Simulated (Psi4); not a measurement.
# InHBr: property calculation

InHBr, multiplicity 2, computed with HF/def2-TZVPPD, UHF, core potentials def2 (Psi4 1.11).

The geometry comes from this level: PBE0-D4/def2-TZVP.

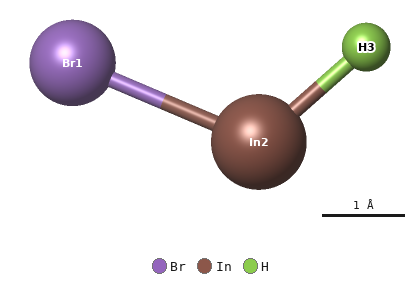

Fig. 1: The input geometry (ball-and-stick view, seen at a tilt; atoms are numbered from 1 in the order of the input). Sticks mark near contacts. Bond lengths as drawn: Br–In 2.51 Å and H–In 1.77 Å.

### Input file (run.py)
```python
import psi4

psi4.set_memory(1600000000)
psi4.set_num_threads(1)
psi4.set_output_file('psi4.out', False)

m = psi4.geometry("""
0 2
Br
In 1 2.510811
H 2 1.772392 1 115.92009
units angstrom
""")

options = {'basis': 'def2-TZVPPD', 'reference': 'uhf', 'scf_type': 'df'}
psi4.set_options(options)

energy_value, wavefunction = psi4.energy("scf", molecule=m, return_wfn=True)
psi4.oeprop(wavefunction, "MULLIKEN_CHARGES", "DIPOLE", "MAYER_INDICES", "ESP_AT_NUCLEI", title="SCF")
print(f'total energy {energy_value:.8f} hartree = {energy_value * 27.211386:.5f} eV')
```

Hardware: 1 thread of Intel Xeon (Sapphire Rapids), 16 GiB of memory available, shared host.

Run as:
```bash
python run.py
```

### The program's output
```
Psi4 1.11 release

   => Loading Basis Set <=

    Name: DEF2-TZVPPD
    Role: ORBITAL
    Keyword: BASIS

    !!!  WARNING: ECP capability is in beta. Please check occupations closely.  !!!

         ---------------------------------------------------------
                                   SCF
                              UHF Reference
                        1 Threads,   1525 MiB Core
         ---------------------------------------------------------

  ==> Geometry <==

    Molecular point group: cs
    Full point group: Cs

    Geometry (in Angstrom), charge = 0, multiplicity = 2:

       Center              X                  Y                   Z               Mass
    ------------   -----------------  -----------------  -----------------  -----------------
         BR          -0.008246014362     1.497783320385     0.000000000000    78.918337600000
         IN          -0.008246014362    -1.013027679615     0.000000000000   114.903878776000
         H            1.585851441311    -1.787770671504     0.000000000000     1.007825032230

  Running in cs symmetry.

  Rotational constants: A =      6.68985  B =      0.05653  C =      0.05606 [cm^-1]
  Rotational constants: A = 200556.63689  B =   1694.71917  C =   1680.51866 [MHz]
  Nuclear repulsion =  166.249846104426666

  Charge       = 0
  Multiplicity = 2
  Electrons    = 57
  Nalpha       = 29
  Nbeta        = 28

  ==> Algorithm <==

  SCF Algorithm Type is DF.
  DIIS enabled.
  MOM disabled.
  Fractional occupation disabled.
  Guess Type is SAD.
  Energy threshold   = 1.00e-06
  Density threshold  = 1.00e-06
  Integral threshold = 1.00e-12

  ==> Primary Basis <==

  Basis Set: DEF2-TZVPPD
    Blend: DEF2-TZVPPD
    Number of shells: 44
    Number of basis functions: 130
    Number of Cartesian functions: 149
    Spherical Harmonics?: true
    Max angular momentum: 3

  Core potential: DEF2-TZVPPD
    Number of shells: 4
    Number of ECP primitives: 18
    Number of ECP core electrons: 28
    Max angular momentum: 3

   => Loading Basis Set <=

    Name: (DEF2-TZVPPD AUX)
    Role: JKFIT
    Keyword: DF_BASIS_SCF

  ==> Integral Setup <==

  DFHelper Memory: AOs need 0.068 GiB; user supplied 1.118 GiB.
  SCF_SUBTYPE=INCORE selected. In-core MEM_DF algorithm will be used.
  Using in-core AOs.

  ==> MemDFJK: Density-Fitted J/K Matrices <==

    J tasked:                   Yes
    K tasked:                   Yes
    wK tasked:                   No
    Memory [MiB]:              1144
    Algorithm:                 Core
    Schwarz Cutoff:           1E-12
    Mask sparsity (%):       2.4379
    Fitting Condition:        1E-10

   => Auxiliary Basis Set <=

  Basis Set: (DEF2-TZVPPD AUX)
    Blend: DEF2-UNIVERSAL-JKFIT
    Number of shells: 112
    Number of basis functions: 502
    Number of Cartesian functions: 700
    Spherical Harmonics?: true
    Max angular momentum: 5

  Minimum eigenvalue in the overlap matrix is 8.2308457384E-04.
  Reciprocal condition number of the overlap matrix is 1.5351334583E-04.
    Using symmetric orthogonalization.

  ==> Pre-Iterations <==

  SCF Guess: Superposition of Atomic Densities via on-the-fly atomic UHF (no occupation information).

   -------------------------
    Irrep   Nso     Nmo
   -------------------------
     A'        87      87
     A"        43      43
   -------------------------
    Total     130     130
   -------------------------

  ==> Iterations <==

                           Total Energy        Delta E     RMS |[F,P]|

   @DF-UHF iter SAD: -2759.44488820294737   -2.75944e+03   0.00000e+00
   @DF-UHF iter   1: -2761.95510397102862   -2.51022e+00   1.32658e-02 ADIIS/DIIS
   @DF-UHF iter   2: -2762.16711000685291   -2.12006e-01   7.69913e-03 ADIIS/DIIS
   @DF-UHF iter   3: -2762.24673859308223   -7.96286e-02   4.14954e-04 ADIIS/DIIS
   @DF-UHF iter   4: -2762.24783763044525   -1.09904e-03   1.42381e-04 ADIIS/DIIS
   @DF-UHF iter   5: -2762.24815592413461   -3.18294e-04   6.64453e-05 DIIS
   @DF-UHF iter   6: -2762.24826675303621   -1.10829e-04   2.45874e-05 DIIS
   @DF-UHF iter   7: -2762.24828105337383   -1.43003e-05   1.35937e-05 DIIS
   @DF-UHF iter   8: -2762.24828759565480   -6.54228e-06   7.23495e-06 DIIS
   @DF-UHF iter   9: -2762.24829001013268   -2.41448e-06   3.27422e-06 DIIS
   @DF-UHF iter  10: -2762.24829052426776   -5.14135e-07   1.25458e-06 DIIS
   @DF-UHF iter  11: -2762.24829058480555   -6.05378e-08   4.56268e-07 DIIS
  Energy and wave function converged.

  ==> Post-Iterations <==

   @Spin Contamination Metric:   1.810279829E-02
   @S^2 Expected:                7.500000000E-01
   @S^2 Observed:                7.681027983E-01
   @S   Expected:                5.000000000E-01
   @S   Observed:                5.000000000E-01

    Orbital Energies [Eh]
    ---------------------

    Alpha Occupied:

       1Ap  -489.991191     2Ap   -65.133433     3Ap   -58.488569
       1App  -58.487574     4Ap   -58.487506     5Ap    -9.806342
       6Ap    -7.416792     2App   -7.412879     7Ap    -7.412605
       8Ap    -5.417311     3App   -3.675390     9Ap    -3.671046
      10Ap    -3.667100    11Ap    -3.157369     4App   -3.156134
      12Ap    -3.155636     5App   -3.152074    13Ap    -3.152057
      14Ap    -1.068008    15Ap    -1.059884     6App   -1.059488
       7App   -1.055942    16Ap    -1.053275    17Ap    -0.964637
      18Ap    -0.558860    19Ap    -0.450249    20Ap    -0.406552
       8App   -0.405842    21Ap    -0.318128

    Alpha Virtual:

       9App    0.002472    22Ap     0.041295    23Ap     0.048877
      24Ap     0.075652    25Ap     0.082952    26Ap     0.086575
      10App    0.087973    11App    0.089377    27Ap     0.104091
      12App    0.108296    28Ap     0.125818    29Ap     0.132856
      13App    0.158326    30Ap     0.170425    31Ap     0.199527
      32Ap     0.234122    14App    0.243282    33Ap     0.243598
      15App    0.274827    34Ap     0.276308    16App    0.286966
      35Ap     0.287213    36Ap     0.327866    37Ap     0.333237
      17App    0.364336    38Ap     0.376903    18App    0.384827
      39Ap     0.399839    40Ap     0.426793    41Ap     0.487617
      19App    0.518313    42Ap     0.533306    43Ap     0.564518
      44Ap     0.609349    20App    0.633521    21App    0.637784
      45Ap     0.640812    46Ap     0.654102    22App    0.687734
      47Ap     0.720701    48Ap     0.762577    49Ap     0.833003
      23App    0.858919    24App    0.876460    50Ap     0.876679
      51Ap     0.980340    52Ap     1.011717    25App    1.017113
      53Ap     1.103293    26App    1.125748    54Ap     1.167562
      55Ap     1.176675    56Ap     1.210701    27App    1.238338
      28App    1.330173    57Ap     1.334146    58Ap     1.437204
      59Ap     1.724565    29App    1.794066    60Ap     1.796463
      30App    1.810794    61Ap     1.821444    31App    1.840316
      62Ap     1.841258    32App    1.851231    63Ap     1.852207
      64Ap     1.865045    33App    1.989332    65Ap     2.000493
      34App    2.041725    66Ap     2.060896    67Ap     2.113247
      68Ap     2.373741    35App    2.445962    69Ap     2.458495
      70Ap     2.495621    36App    2.497659    37App    2.559543
      71Ap     2.623099    72Ap     2.634998    73Ap     3.020182
      74Ap     3.397063    38App    3.516093    75Ap     3.532443
      39App    3.708844    76Ap     3.744925    77Ap     4.050080
      40App    4.205190    78Ap     4.227149    41App    4.611726
      79Ap     4.615221    80Ap     4.651699    42App    4.651774
      81Ap     4.709732    82Ap     4.771823    83Ap     8.207403
      84Ap    38.443947    43App   39.346753    85Ap    39.489866
      86Ap    39.702381    87Ap   125.652466

    Beta Occupied:

       1Ap  -489.990721     2Ap   -65.133146     3Ap   -58.487631
       1App  -58.487452     4Ap   -58.487080     5Ap    -9.805391
       6Ap    -7.414424     2App   -7.412660     7Ap    -7.411756
       8Ap    -5.413393     3App   -3.674057     9Ap    -3.668449
      10Ap    -3.665373    11Ap    -3.156470     4App   -3.155439
      12Ap    -3.154764     5App   -3.151849    13Ap    -3.151816
      14Ap    -1.065099     6App   -1.056675    15Ap    -1.054113
       7App   -1.053210    16Ap    -1.048415    17Ap    -0.956141
      18Ap    -0.512581    19Ap    -0.410607     8App   -0.404685
      20Ap    -0.397428

    Beta Virtual:

      21Ap    -0.008554     9App    0.020902    22Ap     0.046936
      23Ap     0.054747    24Ap     0.082608    25Ap     0.085744
      10App    0.089652    11App    0.092644    26Ap     0.093507
      27Ap     0.110660    12App    0.110693    28Ap     0.131001
      29Ap     0.138583    13App    0.165737    30Ap     0.185290
      31Ap     0.219861    32Ap     0.243395    14App    0.243671
      33Ap     0.249827    15App    0.278863    34Ap     0.280948
      16App    0.301043    35Ap     0.304768    36Ap     0.332656
      37Ap     0.346425    17App    0.373330    38Ap     0.387078
      18App    0.392231    39Ap     0.412783    40Ap     0.441677
      41Ap     0.503001    19App    0.519419    42Ap     0.538896
      43Ap     0.569287    44Ap     0.624634    20App    0.634691
      21App    0.641328    45Ap     0.644512    46Ap     0.659268
      22App    0.699164    47Ap     0.726374    48Ap     0.793118
      49Ap     0.844816    23App    0.878110    24App    0.888490
      50Ap     0.893472    51Ap     0.994470    52Ap     1.021483
      25App    1.024245    53Ap     1.121872    26App    1.148626
      54Ap     1.184404    55Ap     1.203449    56Ap     1.222832
      27App    1.251668    28App    1.341147    57Ap     1.349055
      58Ap     1.441265    59Ap     1.735296    29App    1.795633
      60Ap     1.798406    30App    1.814156    61Ap     1.825991
      31App    1.841219    62Ap     1.842097    32App    1.854058
      63Ap     1.856661    64Ap     1.868809    33App    1.990805
      65Ap     2.003301    34App    2.043984    66Ap     2.064997
      67Ap     2.116877    68Ap     2.379610    35App    2.450226
      69Ap     2.462602    70Ap     2.499508    36App    2.501114
      37App    2.562368    71Ap     2.627566    72Ap     2.639376
      73Ap     3.044406    74Ap     3.408335    38App    3.529356
      75Ap     3.545674    39App    3.720808    76Ap     3.757299
      77Ap     4.067624    40App    4.226765    78Ap     4.248413
      41App    4.612365    79Ap     4.616019    42App    4.653139
      80Ap     4.654152    81Ap     4.711670    82Ap     4.785481
      83Ap     8.208801    84Ap    38.445102    43App   39.347827
      85Ap    39.492057    86Ap    39.703009    87Ap   125.652579

    Final Occupation by Irrep:
             Ap   App
    DOCC [    20,    8 ]
    SOCC [     1,    0 ]
    NA   [    21,    8 ]
    NB   [    20,    8 ]

  @DF-UHF Final Energy: -2762.24829058480555

   => Energetics <=

    Nuclear Repulsion Energy =            166.2498461044266662
    One-Electron Energy =               -4250.9732466731265959
    Two-Electron Energy =                1322.4751099838947539
    Total Energy =                      -2762.2482905848055452

  UHF NO Occupations:
  HONO-2 :   19 Ap 1.9990965
  HONO-1 :   20 Ap 1.9924535
  HONO-0 :   21 Ap 1.0000000
  LUNO+0 :   22 Ap 0.0075465
  LUNO+1 :   23 Ap 0.0009035
  LUNO+2 :    9App 0.0002904
  LUNO+3 :   24 Ap 0.0001900

Computation Completed

Properties will be evaluated at   0.000000,   0.000000,   0.000000 [a0]

Properties computed using the SCF density matrix

 Multipole Moments:

 ------------------------------------------------------------------------------------
     Multipole            Electronic (a.u.)      Nuclear  (a.u.)        Total (a.u.)
 ------------------------------------------------------------------------------------

 L = 1.  Multiply by 2.5417464519 to convert [e a0] to [Debye]
 Dipole X            :         -2.3203042            2.1241932           -0.1961110
 Dipole Y            :        -56.6709813           55.4843702           -1.1866111
 Dipole Z            :          0.0000000            0.0000000            0.0000000
 Magnitude           :                                                    1.2027075

 ------------------------------------------------------------------------------------

	total time  =          4 seconds =       0.07 minutes

Properties will be evaluated at   0.000000,   0.000000,   0.000000 [a0]

Properties computed using the SCF density matrix

 Electrostatic potentials at the nuclear coordinates:
 ---------------------------------------------
   Center     Electrostatic Potential (a.u.)
 ---------------------------------------------
    1 BR           -175.899952762716
    2 IN           -20.772197175525
    3  H            -1.068734798583
 ---------------------------------------------

 Multipole Moments:

 ------------------------------------------------------------------------------------
     Multipole            Electronic (a.u.)      Nuclear  (a.u.)        Total (a.u.)
 ------------------------------------------------------------------------------------

 L = 1.  Multiply by 2.5417464519 to convert [e a0] to [Debye]
 Dipole X            :         -2.3203042            2.1241932           -0.1961110
 Dipole Y            :        -56.6709813           55.4843702           -1.1866111
 Dipole Z            :          0.0000000            0.0000000            0.0000000
 Magnitude           :                                                    1.2027075

 ------------------------------------------------------------------------------------
  Mulliken Charges: (a.u.)
   Center  Symbol    Alpha    Beta     Spin     Total
       1    BR    17.78826 17.72929  0.05896 -0.51755
       2    IN    10.43393  9.78035  0.65358  0.78573
       3     H     0.77782  0.49036  0.28746 -0.26818

   Total alpha = 29.00000, Total beta = 28.00000, Total charge = -0.00000

  Mayer Bond Indices:

  Total Bond Index:
  Irrep: 1 Size: 3 x 3

                 1                   2                   3

    1     0.00000000000000     0.79889045027381     0.01352750972359
    2     0.79889045027381     0.00000000000000     0.88804237046232
    3     0.01352750972359     0.88804237046232     0.00000000000000

  Alpha Contribution:
  Irrep: 1 Size: 3 x 3

                 1                   2                   3

    1     0.00000000000000     0.36062559796177    -0.00090039412045
    2     0.36062559796177     0.00000000000000     0.40230542745720
    3    -0.00090039412045     0.40230542745720     0.00000000000000

  Beta Contribution:
  Irrep: 1 Size: 3 x 3

                 1                   2                   3

    1     0.00000000000000     0.43826485231203     0.01442790384404
    2     0.43826485231203     0.00000000000000     0.48573694300513
    3     0.01442790384404     0.48573694300513     0.00000000000000

  Atomic Valences:

 #  #
 Irrep: 1
      1:    0.812417959997399
      2:    1.686932820736129
      3:    0.901569880185919
```

### Standard output
```
total energy -2762.24829058 hartree = -75164.60446 eV
```

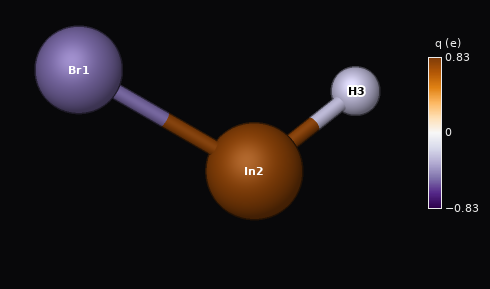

Fig. 2: Mulliken charges, as the colour of each atom (ball-and-stick view, seen at a tilt; atoms are numbered from 1 in the order of the input). By element: Br −0.52, In +0.79 and H −0.27 e.

### Summary

| quantity | value |
| --- | --- |
| outcome | converged |
| total energy | −2762.248291 hartree |
| basis functions | 130 |
| ⟨S²⟩ | 0.768 |
| dipole moment | 3.06 D |
| wall time | 4.8 s |
| peak memory | 0.28 GiB |
